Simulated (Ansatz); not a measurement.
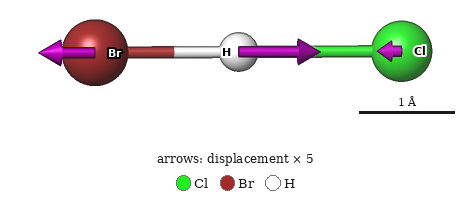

A relaxation of HBrCl (charge −1) (coarse preliminary run). The starting structure is drawn; purple arrows show the displacements, 5 times their true length. The two geometries are superimposed by the best rigid fit.

A ball-and-stick model, seen face on.

All numbers below come from RKS PBE-D4/def2-SVPD (Ansatz 0.2.0). (force threshold 0.03 eV/Å; at most 250 steps)

Which element moves most?

Answer. Hydrogen: up to 0.18 Å, against 0.12 Å for bromine.

Describe the change and its energy.

Answer. The atom that moves furthest after the best rigid fit is the H atom (0.18 Å). Largest moves by element: H 0.18 Å, Br 0.12 Å, Cl 0.05 Å. Among the contacts that change: Br–H 1.525 → 1.822 Å, Cl–H 1.730 → 1.501 Å. The energy falls by 0.175 eV in 5 geometry steps. Largest force component: 1.6 eV/Å at the start, 0.0027 eV/Å at the end. The run took 6 s on 2 threads of Arm Neoverse V1 (shared host).
